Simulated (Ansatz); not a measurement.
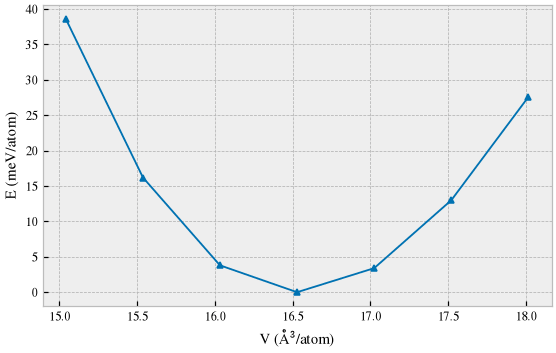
Figure: Al in space group P-3m1 (No. 164; Pearson symbol hP11) under volume change, DFT-PBE in the program Ansatz with PAW potentials, shape and atoms relaxed at each volume.

Task: What does a third-order Birch–Murnaghan fit give for V₀, B₀ and B′?

Result: V₀ = 16.53 Å³/atom, B₀ = 77.5 GPa, B′ = 4.5.

The start of the workflow was typed in or built on a structure type; neither database checked (COD, Materials Project) lists it. It is not the phase usual at ambient conditions (space group No. 225). Symmetry was held in the PBE relaxation; whether a distortion lowers the energy is not shown.

Potentials: the later of the program's two PAW sets.
